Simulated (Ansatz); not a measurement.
**PtC (model cell, started as rocksalt type): following an unstable mode**

Wanted: the energy along a soft mode of PtC (model cell, started as rocksalt type) and the structure at the end.

Program: Ansatz 0.2.0. Level of theory: DFT PBEsol, scalar-relativistic, plane waves, PAW. Results are calculated unless marked as measured.

The structure was built from a prototype and need not be the compound's stable phase.

## Step 1: The structure

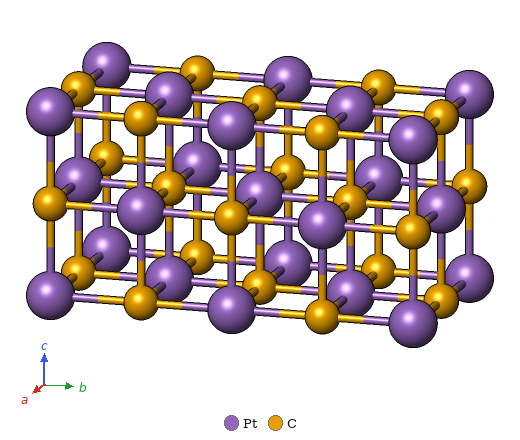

Start, viewed slightly off an axis; platinum purple, carbon orange. 1×2×1 cells are drawn. This picture shows the conventional cell, with its axes. Some periodic images of atoms are drawn too.

## Step 2: Phonons on a q mesh

The cell comes from relaxations at this level that are not shown. Stability and thermal properties need the whole zone. Linear response on a 4×4×4 q mesh gives force constants as far as a supercell of that size would.

Input file input.yaml:

```yaml
crystal:
  lattice:
    - [0.0, 2.2083183167, 2.2083183167]
    - [2.2083183167, 0.0, 2.2083183167]
    - [2.2083183167, 2.2083183167, 0.0]
  atoms:
    - { symbol: Pt, position: [0.0, 0.0, 0.0] }
    - { symbol: C, position: [0.5, 0.5, 0.5] }
kpoints:
  mp_grid: { grid: [16, 16, 16] }
hamiltonian:
  xc: pbesol
scf:
  occupations: { method: methfessel_paxton, width: 0.2 }
output:
  eigenvalues: true
phonons:
  method: dfpt
  qmesh: [4, 4, 4]
  temperatures: { t_max: 1000, t_step: 50 }
  qpath:
    path:
      - [[0.0, 0.0, 0.0], [0.5, 0.0, 0.5], [0.625, 0.25, 0.625]]
      - [[0.375, 0.375, 0.75], [0.0, 0.0, 0.0], [0.5, 0.5, 0.5], [0.5, 0.25, 0.75], [0.5, 0.0, 0.5]]
    npoints: 10
```

On the command line:

```sh
ansatz run input.yaml --threads 4 --pin off --max-ram 7168MiB --backend cpu --events-out ev --progress --plain --runs-dir out
```

Numbers of over 12 decimals in the logs are rounded to 6 here.

Log:

```text
Engine: ansatz 0.2.0, aarch64-unknown-linux-gnu
Pseudopotentials: kind: paw
Pseudopotential: Pt, paw, valence charge 18, recommended cutoff 420 eV (normal), Pt.paw.azcp
Pseudopotential: C, paw, valence charge 4, recommended cutoff 420 eV (normal), C.paw.azcp
Functional definition: PBEsol
  exchange = pbesol_x
  correlation = pbesol_c
Crystal: 2 atoms, lattice volume = 21.538 Å³
Basis set: ecut = 420 eV, 411 PW (Γ), exchange–correlation on 48×48×48 points (8 copies of the dense FFT grid, shifted against one another)
Bands: 15, of which v1, the nominal top of the filled ones, is band 11 counted from 1 (10 counted from 0)
Symmetry: 48 space group operations
k-points: 145 of 4096
Non-local potential: Pt, projectors of the file, l = 0: 3, l = 1: 2, l = 2: 2, l = 3: 1
Non-local potential: C, projectors of the file, l = 0: 2, l = 1: 2, l = 2: 1
PAW form: soft (Blöchl's): semilocal exchange-correlation on the pseudo side does not see the compensation charge
PAW frozen core: Pt, regenerated for the run's functional, and the local potential with it (the file was generated under x = pbe(κ = 0.804, μ = 0.219515), c = pbe(β = 0.066725))
PAW frozen core: C, regenerated for the run's functional, and the local potential with it (the file was generated under x = pbe(κ = 0.804, μ = 0.219515), c = pbe(β = 0.066725))
PAW one-centre angular grid: Pt, 590 points (default); XC on 64 Gauss nodes
PAW one-centre angular grid: C, 110 points (default); XC on 64 Gauss nodes
Initial density: superposition of atomic densities (neutral atoms: chi_scale 0, normalization atom), corrected by the library's trained network
Initial wavefunctions: pseudopotential atomic-orbital guess
Functional: x = pbesol(κ = 0.804, μ = 0.123457), c = pbesol(β = 0.046)
SCF iter   1: F=—  HF=-12627.701187 eV  |F-HF|=—  |Δ(HF+E_count)|=         —  Δρ=6.15e-3  dr2=5.46e-3  ethr=1.77e-3  ⟨swp⟩=4.1  Hψ=9697  notcnv=0
preconditioner: auto → none  [metal: Δε(μ)=0.054 eV  Ē_g=11.429 eV  σ=0.200 eV  W_gap=0.23  n_scr=8 (ndim 8)  ℏωp=29.9 eV  f_vac=0.000  D(μ)=0.79/eV (n_scr^D=8)  sad-step TF]
SCF iter   2: F=—  HF=-12627.700996 eV  |F-HF|=—  |Δ(HF+E_count)|=   1.91e-4  S|Δr|=    0.00e0  Δρ=3.58e-3  dr2=2.09e-3  ethr=2.48e-5  ⟨swp⟩=2.3  Hψ=4111  notcnv=0
SCF iter   3: F=—  HF=-12627.700333 eV  |F-HF|=—  |Δ(HF+E_count)|=   6.63e-4  S|Δr|=    0.00e0  Δρ=4.14e-4  dr2=2.58e-5  ethr=9.51e-6  ⟨swp⟩=2.0  Hψ=3103  notcnv=0
SCF iter   4: F=—  HF=-12627.700324 eV  |F-HF|=—  |Δ(HF+E_count)|=   9.06e-6  S|Δr|=    0.00e0  Δρ=7.75e-5  dr2=6.42e-7  ethr=1.17e-7  ⟨swp⟩=2.1  Hψ=3147  notcnv=0
SCF iter   5: F=—  HF=-12627.700322 eV  |F-HF|=—  |Δ(HF+E_count)|=   2.36e-6  S|Δr|=    0.00e0  Δρ=9.34e-6  dr2=1.13e-8  ethr=2.92e-9  ⟨swp⟩=2.2  Hψ=3743  notcnv=0
SCF iter   6: F=—  HF=-12627.700322 eV  |F-HF|=—  |Δ(HF+E_count)|=   2.90e-9  S|Δr|=    0.00e0  Δρ=1.06e-6  dr2=1.04e-10  ethr=5.15e-11  ⟨swp⟩=2.8  Hψ=3746  notcnv=0
SCF iter   7: F=-12627.700322 eV  HF=-12627.700322 eV  |F-HF|=1.82e-12  |Δ(HF+E_count)|=  1.27e-11  S|Δr|=    0.00e0  Δρ=6.93e-8  dr2=5.06e-13  ethr=1.00e-12  ⟨swp⟩=5.4  Hψ=8774  notcnv=0
SCF 1 converged in 7 iterations: F = -12627.700322 eV  dr2 = 5.06e-13
  greatest PAW one-centre occupation: 1.000 electrons in one spin orbital (limit 2), on the Pt atom at site 0 (counted from 0), in its partial waves of l = 0
Initial density: read from a saved state, or passed on in memory by an earlier SCF of this step, an earlier step, the calling program or the single point that the run made first
iter 1 solved again at ethr=1.78e-8 eV; its pass at ethr=3.10e-3 eV (dr2=3.91e-6 eV) is discarded
SCF iter   1: F=—  HF=-12627.700324 eV  |F-HF|=—  |Δ(HF+E_count)|=         —  Δρ=2.84e-7  dr2=8.86e-12  ethr=1.78e-8  ⟨swp⟩=3.1  Hψ=16100  notcnv=0
eigensolver tolerance schedule: the retry pair's looser diagonalisation over-reported the residual by 440943.76 of it (diagonalisation noise at an unbounded share of the residual, at the tolerance the schedule requests for it); recorded, not acted on — ethr = c·dr2/N_el stays at c = 1.0e-1
preconditioner: auto → none  [metal: Δε(μ)=0.054 eV  Ē_g=11.425 eV  σ=0.200 eV  W_gap=0.22  n_scr=8 (ndim 8)  ℏωp=29.9 eV  f_vac=0.000  D(μ)=0.80/eV (n_scr^D=8)]
SCF iter   2: F=—  HF=-12627.700322 eV  |F-HF|=—  |Δ(HF+E_count)|=   2.66e-6  S|Δr|=    0.00e0  Δρ=1.51e-7  dr2=1.88e-12  ethr=1.00e-12  ⟨swp⟩=6.3  Hψ=9406  notcnv=0
SCF iter   3: F=-12627.700322 eV  HF=-12627.700322 eV  |F-HF|=0.00e0  |Δ(HF+E_count)|=  1.82e-12  S|Δr|=    0.00e0  Δρ=8.99e-8  dr2=6.39e-13  ethr=1.00e-12  ⟨swp⟩=1.0  Hψ=4934  notcnv=0
SCF 2 converged in 3 iterations: F = -12627.700322 eV  dr2 = 6.39e-13
phonons: the bands overlap, so this run is a metal and interpolates without the dipole-dipole term. If the crystal is really an insulator or semiconductor, its LO-TO splitting is missing
NSCF: frozen V_eff on 145 k-points
NSCF: frozen V_eff on 349 k-points
DFPT response loops at q = (0, 0, 0) (fractional): preconditioner auto → Kerker (q_TF=auto, 2.738 Å⁻¹) (partly filled bands, converged f_vac=0.000); β = 1.00, the filter's whole step (`scf.mixing.beta` (0.50) is not read by the response loops under this deck's `scf.mixing.preconditioner`; to damp them name `kerker` or `kerker_dos`, under which they read `scf.mixing.beta`, and type it under 1.00, their step now; both keys bind the ground state too); Broyden in place of MSR1
NSCF: frozen V_eff on 4352 k-points
DFPT response loops at q = (0, 0, 0.25) (fractional): mixed as the last ones told, above
NSCF: frozen V_eff on 2196 k-points
DFPT response loops at q = (0, 0, -0.5) (fractional): mixed as the last ones told, above
NSCF: frozen V_eff on 2320 k-points
DFPT response loops at q = (0, 0.25, 0.25) (fractional): mixed as the last ones told, above
NSCF: frozen V_eff on 8192 k-points
DFPT response loops at q = (0, 0.25, -0.5) (fractional): mixed as the last ones told, above
NSCF: frozen V_eff on 4352 k-points
DFPT response loops at q = (0, 0.25, -0.25) (fractional): mixed as the last ones told, above
NSCF: frozen V_eff on 1242 k-points
DFPT response loops at q = (0, -0.5, -0.5) (fractional): mixed as the last ones told, above
NSCF: frozen V_eff on 2320 k-points
DFPT response loops at q = (0.25, -0.5, -0.25) (fractional): mixed as the last ones told, above
SCF converged after 7 iterations
Stability not checked: this state was not tested for a lower state beside it, because cold or Methfessel-Paxton smearing, or corrected tetrahedra, fill the levels in a way that the test cannot read (fill_not_monotonic; see scf.lower_state_search)
Free energy (F): -12627.700322 eV
Harris-Foulkes:  -12627.700322 eV  (|F-HF|=1.82e-12)
Internal energy: -12627.702659 eV  (E = F + TS)
E sigma→0 (E₀):  -12627.700906 eV
Entropy (-TS):   0.002337 eV (1.168 meV/atom)
Fermi energy:    20.211744 eV
--- Per-component energies (eV) ---
  E_band       = -149.520597
  E_kinetic    = 723.682146
  E_local      = -1687.117282  (includes V_loc(G=0)·N_el)
  E_nonlocal   = 229.738965
  E_hartree    = 621.087471
  E_xc         = -307.337820
  E_vxc        = -360.857173  (∫ρ·V_xc dr)
  E_paw        = -9411.077919  (= ΣΔE_a)
  E_vpaw       = -297.142422  (= ΣTr[D̂ρ^β])
  E_aug_tail   = 0.000252  (compensation charges beyond the density's cutoff)
  E_ewald      = -2796.986553
  E_core_change = 0.308082  (= ΣΔE_core)
  E_smearing   = 0.002337  (= −TS)
  E_closure    = -0.000000  (closes the sum)
  Σ components = -12627.700322   (vs F -12627.700322, Δ=0.00e0)
--- Band table (eV; the first three rows and the last of 145) ---
  k-point 0: bands = [... 7 lower, 15.7870, 16.5033, 16.5033, 19.9577, 19.9577, 19.9577, 26.5215, 32.2341]
  k-point 1: bands = [... 7 lower, 15.7935, 16.3125, 16.3125, 19.8397, 20.2874, 20.2874, 26.7458, 32.3428]
  k-point 2: bands = [... 7 lower, 15.5280, 16.2103, 16.2103, 19.5747, 21.0797, 21.0797, 27.3157, 32.5414]
  k-point 144: bands = [... 7 lower, 13.9877, 18.5327, 19.0499, 19.0499, 20.3722, 21.0129, 29.5238, 32.2750]
--- Phonons (Γ-DFPT): 2 representative perturbations + reference (Σ response iterations 7) ---
  ASR residual: 2.867e-5 → 0.000e0 eV/Å²; symmetrization residual: 1.847e-6 eV/Å²
  ASR residual per site (eV/Å²): 1.57e-5 2.87e-5
  Γ frequencies (cm⁻¹): -543.74 -543.74 -543.74 0.00 0.00 0.00
--- Phonons (arbitrary-q DFPT): 8 irreducible q on the 4×4×4 mesh ---
  q = [0.0000, 0.0000, 0.0000] (star 1, of the zone-centre solve; hermiticity 3.00e-7, symmetrization 2.50e-12): -543.74 -543.74 -543.74 -0.00 0.00 0.00
  q = [0.0000, 0.0000, 0.2500] (star 8, 2 solved perturbations on 2176 of 4096 k-point pairs; hermiticity 1.49e-6, symmetrization 1.00e-12): -141.87 39.61 39.61 186.18 264.44 264.44
  q = [0.0000, 0.0000, -0.5000] (star 4, 2 solved perturbations on 1098 of 4096 k-point pairs; hermiticity 2.60e-14, symmetrization 6.94e-13): 100.09 100.09 122.78 430.15 430.15 473.07
  q = [0.0000, 0.2500, 0.2500] (star 6, 4 solved perturbations in 3616 linear systems a pass and spin channel, the states on 1160 of 4096 k-point pairs; hermiticity 2.83e-7, symmetrization 1.29e-13): -511.96 -511.96 31.24 31.24 94.09 407.58
  q = [0.0000, 0.2500, -0.5000] (star 24, 4 solved perturbations in 12544 linear systems a pass and spin channel, the states on 4096 of 4096 k-point pairs; hermiticity 4.67e-7, symmetrization 7.91e-14): 56.08 77.06 87.04 240.78 323.60 331.27
  q = [0.0000, 0.2500, -0.2500] (star 12, 4 solved perturbations in 6672 linear systems a pass and spin channel, the states on 2176 of 4096 k-point pairs; hermiticity 4.13e-7, symmetrization 2.15e-13): -413.91 65.99 84.56 93.55 408.77 440.79
  q = [0.0000, -0.5000, -0.5000] (star 3, 4 solved perturbations in 1940 linear systems a pass and spin channel, the states on 621 of 4096 k-point pairs; hermiticity 4.31e-7, symmetrization 2.36e-13): -478.69 -478.69 -409.76 -52.62 -52.62 194.56
  q = [0.2500, -0.5000, -0.2500] (star 6, 4 solved perturbations in 3498 linear systems a pass and spin channel, the states on 1160 of 4096 k-point pairs; hermiticity 7.03e-7, symmetrization 1.43e-13): -427.03 -427.03 42.87 79.27 79.27 416.72
  sum rule: each row above includes the acoustic sum rule's correction from the zone centre's row sums; it moved no ω² by more than (0.81 cm⁻¹)²
  mesh force constants: q→R imaginary residual 1.13e-17; ASR residual 2.867e-5 → 0.000e0 eV/Å²; symmetrization residual 5.329e-15 eV/Å²
  interpolated dispersion: 62 rows × 6 modes
  density of states and harmonic sums: on the 24×24×24 q-mesh, interpolated from the force constants of a 4×4×4 supercell (no non-analytic term)
  largest difference from the sums on the solved wave vectors: F 8.39e-2 eV, S 1.34e-4 and C_V 5.01e-5 eV/K
  zero-point energy: 0.053147 eV/cell   skipped modes (ω ≤ 0): 708, of them read as no rigid motion or as one in doubt: 705 (1.598e0 modes/cell left out, lowest -543.74 cm⁻¹)   left out of the sums: 2.66e-1 of the cell's modes: C_V's classical limit lies that fraction below 3 k_B per atom; for a crystal, a wire or a layer, F and S can be off by more, and a phonons.interpolated_qmesh denser along its periods is the remedy for the sampling
```

It took 4.1 min on 4 threads of Arm Neoverse V2, shared host; peak memory 3.2 GiB; 16 min of CPU time.

The column dr2 measures how far the density is from self-consistency, as an energy; F and HF (Harris–Foulkes) agree once it is small.

Numbers from this step:

* volume per atom: 10.77 Å³
* gap on the k-mesh: 0 eV
* sum-rule residual before enforcement: 2.87e-5 eV/Å²
* lowest frequency on the path: -543.7 cm⁻¹
* point group: m-3m
* highest frequency on the path or at a solved wavevector: 497.6 cm⁻¹
* highest optical mode at the zone centre (no LO-TO term): -543.7 cm⁻¹
* lowest optical zone-centre mode: -543.7 cm⁻¹
* lowest mode on the q mesh (acoustic modes at Γ apart): -543.7 cm⁻¹

Frequencies (cm⁻¹) solved at each irreducible wavevector; negative means imaginary. Frequencies by wavevector, by row:

```
q in reciprocal lattice units  star  mode 1  mode 2  mode 3  mode 4  mode 5  mode 6
                        0 0 0     1  -543.7  -543.7  -543.7       0       0       0
                     0 0 0.25     8  -141.9    39.6    39.6   186.2   264.4   264.4
                     0 0 -0.5     4   100.1   100.1   122.8   430.1   430.1   473.1
                  0 0.25 0.25     6    -512    -512    31.2    31.2    94.1   407.6
                  0 0.25 -0.5    24    56.1    77.1      87   240.8   323.6   331.3
                 0 0.25 -0.25    12  -413.9      66    84.6    93.5   408.8   440.8
                  0 -0.5 -0.5     3  -478.7  -478.7  -409.8   -52.6   -52.6   194.6
              0.25 -0.5 -0.25     6    -427    -427    42.9    79.3    79.3   416.7
```

Interpolated from a 4×4×4 q mesh. Phonon branches along the path, in cm⁻¹:

```
    point  branch 1  branch 2  branch 3  branch 4  branch 5  branch 6
        Γ      -544      -544      -544         0         0         0
        X      -479      -479      -410       -53       -53       195
        U      -325       -90       -77       121       193       287
jump to K      -325       -90       -77       121       193       287
        Γ      -544      -544      -544         0         0         0
        L       100       100       123       430       430       473
        W      -427      -427        43        79        79       417
        X      -479      -479      -410       -53       -53       195
```

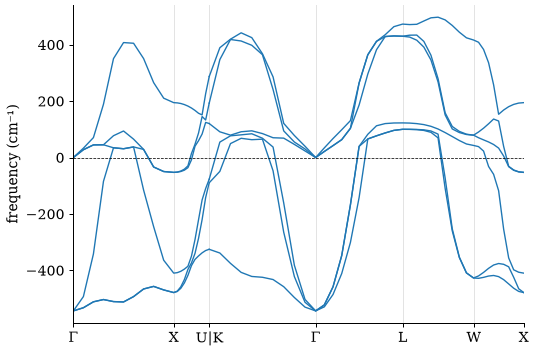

Phonon branches along the path.

Symmetry leaves 8 wavevectors to solve. The lowest mode among them, the acoustic zeros apart, lies at Γ and is imaginary, 543.7i cm⁻¹, so the energy falls along it.

## Step 3: The mode frozen in, largest atomic shift 0 Å

The mode followed lies at Γ with frequency 543.7i cm⁻¹ and is 3-fold degenerate, the softest among the wavevectors solved. At small amplitude the distorted cell has space group no. 160 by a symmetry search on the positions. The undistorted cell that holds it gives the zero of energy on the same k mesh.

input.yaml, the sections that differ from step 2:

```yaml
output:
  forces: true
  stress: true
  eigenvalues: true
# crystal, kpoints, hamiltonian, scf: as in step 2
# phonons: removed
```

Log:

```text
[...]
Crystal: 2 atoms, lattice volume = 21.538 Å³
Basis set: ecut = 420 eV, 411 PW (Γ), exchange–correlation on 48×48×48 points (8 copies of the dense FFT grid, shifted against one another)
Bands: 15, of which v1, the nominal top of the filled ones, is band 11 counted from 1 (10 counted from 0)
Symmetry: 48 space group operations
[...]
k-points: 145 of 4096
[...]
--- Band table (eV; the first three rows and the last of 145) ---
  k-point 0: bands = [... 7 lower, 15.7870, 16.5033, 16.5033, 19.9577, 19.9577, 19.9577, 26.5215, 32.2341]
  k-point 1: bands = [... 7 lower, 15.7934, 16.3125, 16.3125, 19.8397, 20.2874, 20.2874, 26.7458, 32.3428]
  k-point 2: bands = [... 7 lower, 15.5280, 16.2103, 16.2103, 19.5747, 21.0797, 21.0797, 27.3157, 32.5414]
  k-point 144: bands = [... 7 lower, 13.9876, 18.5326, 19.0499, 19.0499, 20.3721, 21.0128, 29.5238, 32.2750]
[key lines of the parts left out:]
SCF converged after 5 iterations
Free energy (F): -12627.700322 eV
Fermi energy:    20.211728 eV
P = ⅓ Tr σ = 0.0043 GPa (0.043 kbar)
```

Run time: 0.66 s. Hardware: 4 threads; peak memory 0.32 GiB; 2 s of CPU time.

Numbers from this step:

```
pressure                         : 0.004271 GPa
energy from the undistorted cell : 0 meV/atom
```

The run ends at a pressure of 0.00 GPa.

## Step 4: The mode frozen in, largest atomic shift 0.32 Å

The atoms are moved along the unstable eigenvector, the largest shift by 0.32 Å, with the cell fixed.

input.yaml, the sections that differ from step 3:

```yaml
crystal:
  lattice:
    - [0.0, 2.2083183167, 2.2083183167]
    - [2.2083183167, 0.0, 2.2083183167]
    - [2.2083183167, 2.2083183167, 0.0]
  atoms:
    - { symbol: Pt, position: [0.0077263869, -0.0025754623, -0.0025754623] }
    - { symbol: C, position: [0.3745071636, 0.5418309455, 0.5418309455] }
# kpoints, hamiltonian, scf, output: as in step 3
```

Log:

```text
[...]
Crystal: 2 atoms, lattice volume = 21.538 Å³
Basis set: ecut = 420 eV, 411 PW (Γ), exchange–correlation on 48×48×48 points (8 copies of the dense FFT grid, shifted against one another)
Bands: 15, of which v1, the nominal top of the filled ones, is band 11 counted from 1 (10 counted from 0)
Symmetry: 6 space group operations
[...]
k-points: 417 of 4096 (time reversal used)
[...]
--- Band table (eV; the first three rows and the last of 417) ---
  k-point 0: bands = [... 7 lower, 15.0030, 16.0311, 16.0311, 21.4970, 21.5981, 21.5981, 26.2304, 31.8264]
  k-point 1: bands = [... 7 lower, 15.2054, 15.9591, 16.0183, 20.8940, 21.7962, 22.1644, 26.4512, 31.9639]
  k-point 2: bands = [... 7 lower, 15.3974, 15.8733, 15.9918, 20.2367, 22.3211, 22.7807, 26.9919, 32.2894]
  k-point 416: bands = [... 7 lower, 12.9172, 17.7706, 17.7706, 19.7189, 26.2065, 26.3441, 26.3441, 32.1434]
[key lines of the parts left out:]
SCF converged after 6 iterations
Free energy (F): -12627.934414 eV
Fermi energy:    20.598865 eV
P = ⅓ Tr σ = 9.9863 GPa (99.863 kbar)
```

Elapsed: 2.4 s, on 4 threads; peak memory 0.44 GiB; 8.7 s of CPU time.

Numbers from this step:

```
pressure                         : 9.986 GPa
energy from the undistorted cell : -116.7 meV/atom
```

The energy, extrapolated to zero smearing, is -116.69 meV/atom against the undistorted cell.

The run ends at a pressure of 9.99 GPa, with forces up to 0.37 eV/Å.

## Step 5: Energy along the mode, all amplitudes (two of the runs are shown above)

An imaginary frequency means negative curvature, so the energy should fall and then rise again as anharmonic terms take over.

This step gave:

| Property | Result |
| --- | --- |
| depth at the lowest point sampled | 116.7 meV/atom |
| largest atomic shift at that point | 0.32 Å |

The energy from the parent by largest atomic shift:

```
largest atomic shift (Å)  energy from the parent (meV/atom)
                   0.000                                  0
                   0.040                              -5.39
                   0.080                              -21.0
                   0.140                              -56.4
                   0.220                               -103
                   0.320                               -117
                   0.450                              -34.1
                   0.600                                166
```

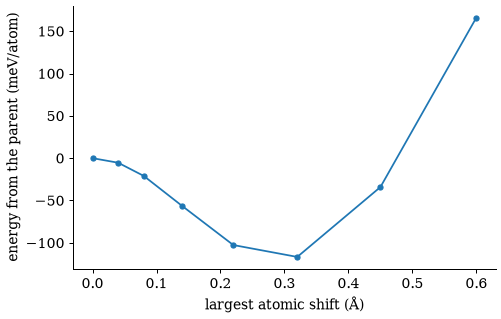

Energy from the parent against largest atomic shift.

Displacement at unit largest shift by atom:

```
atom   x (Å)   y (Å)   z (Å)   size
 Pt1  -0.036   0.036   0.036  0.062
  C2   0.577  -0.577  -0.577  0.999
```

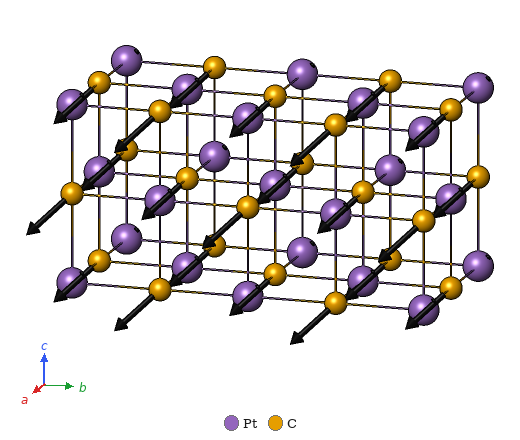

Displacement at unit largest shift as arrows, the longest 0.999 Å. 1×2×1 conventional cells are drawn. Some periodic images of atoms are drawn too.

The lowest of the steps tried is at 0.32 Å, 117 meV/atom below the parent; the bottom of the well need not coincide with a step.

[end of part 1 of 2]

[Logs are printed without paths, hosts, clocks, repeated set-up lines and the standing remarks that a program may print on its own settings, such as how far it seeks lower states.]

[Hosts, paths, dates, database ids (printed as entryN), source tags and the programs' standing remarks are cut or masked in the printed files.]
